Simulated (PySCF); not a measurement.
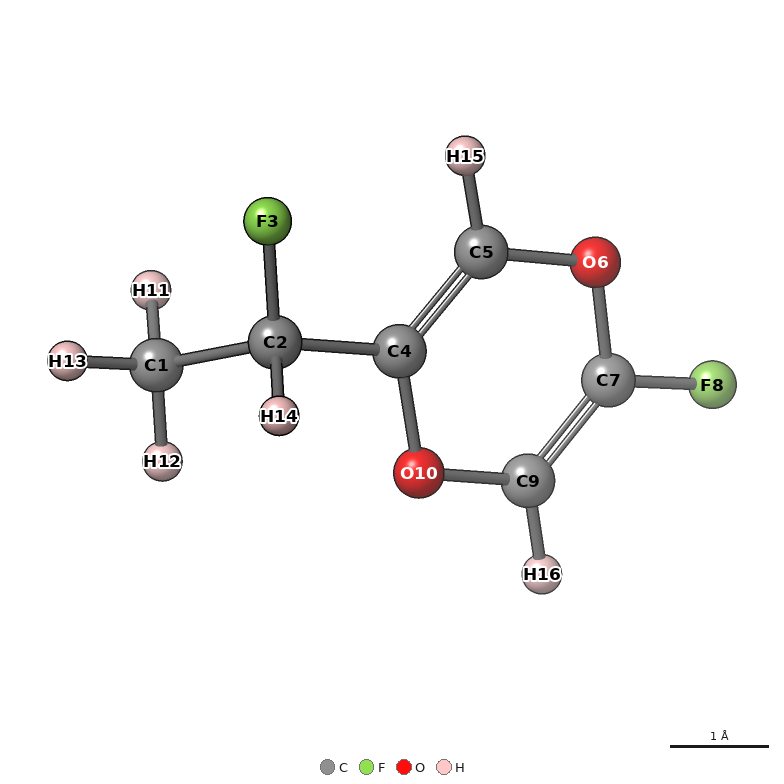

Orthographic view. Distant atoms are faded towards the background colour. The geometry was computed by an optimisation with PBE0-D3(BJ)/def2-SVP. No frequency run is at hand to confirm it as a minimum.

Write a MOL file (V2000) with the atoms in numerical order, bonds sorted by atom number with the orders drawn, and coordinates in the frame of the picture: x right, y up, z towards the viewer, origin at the mean position.

```
C6H6F2O2
                    3D

 16 16  0  0  0  0  0  0  0  0999 V2000
   -2.3200   -0.0500    0.2600 C   0  0  0  0  0  0  0  0  0  0  0  0
   -1.1000    0.1900    1.1200 C   0  0  2  0  0  0  0  0  0  0  0  0
   -1.1700    1.4300    1.7100 F   0  0  0  0  0  0  0  0  0  0  0  0
    0.1800    0.1000    0.3500 C   0  0  0  0  0  0  0  0  0  0  0  0
    1.0200    1.1200    0.1700 C   0  0  0  0  0  0  0  0  0  0  0  0
    2.1900    1.0100   -0.5700 O   0  0  0  0  0  0  0  0  0  0  0  0
    2.3300   -0.2000   -1.1400 C   0  0  0  0  0  0  0  0  0  0  0  0
    3.3900   -0.2500   -1.9000 F   0  0  0  0  0  0  0  0  0  0  0  0
    1.5000   -1.2300   -0.9900 C   0  0  0  0  0  0  0  0  0  0  0  0
    0.3800   -1.1500   -0.1800 O   0  0  0  0  0  0  0  0  0  0  0  0
   -2.3700    0.7200   -0.5200 H   0  0  0  0  0  0  0  0  0  0  0  0
   -2.2500   -1.0300   -0.2200 H   0  0  0  0  0  0  0  0  0  0  0  0
   -3.2300   -0.0000    0.8700 H   0  0  0  0  0  0  0  0  0  0  0  0
   -1.0500   -0.5700    1.9300 H   0  0  0  0  0  0  0  0  0  0  0  0
    0.8600    2.1000    0.5800 H   0  0  0  0  0  0  0  0  0  0  0  0
    1.6400   -2.1900   -1.4700 H   0  0  0  0  0  0  0  0  0  0  0  0
  1  2  1  0
  1 11  1  0
  1 12  1  0
  1 13  1  0
  2  3  1  0
  2  4  1  0
  2 14  1  0
  4  5  2  0
  4 10  1  0
  5  6  1  0
  5 15  1  0
  6  7  1  0
  7  8  1  0
  7  9  2  0
  9 10  1  0
  9 16  1  0
M  END
```
